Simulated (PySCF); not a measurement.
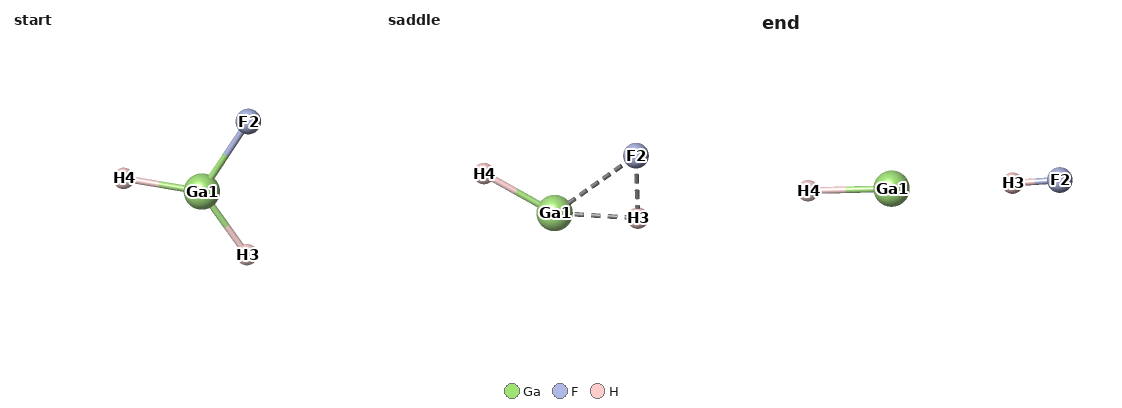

A saddle point and the two end points reached downhill from it. Broken sticks mark bonds that form or break. Charge 0, singlet. Geometries: PBE0-D4/def2-TZVP; all other levels are single points on them, and energies count from the start as drawn. Program: PySCF 2.14.0. In CBS estimates cores are frozen, and CCSD(T) − MP2 is taken in the smaller basis.

Which bonds form and which break from start to end?

Formed: F2–H3; broken: Ga1–F2, Ga1–H3. At the saddle point F2···H3 is 1.30 Å, Ga1···F2 is 2.04 Å, Ga1···H3 is 1.64 Å.

Give the electronic barrier and the reaction energy from start to end in kcal/mol (no zero-point energy) with CCSD(T)/CBS (MP2 limit from def2-TZVPP and def2-QZVPP plus CCSD(T) − MP2); r2SCAN-D4/def2-TZVPP.

```tsv
level	barrier	reaction energy
CCSD(T)/CBS (MP2 limit from def2-TZVPP and def2-QZVPP plus CCSD(T) − MP2)	59.2	+33.9
r2SCAN-D4/def2-TZVPP	55.4	+39.4
```
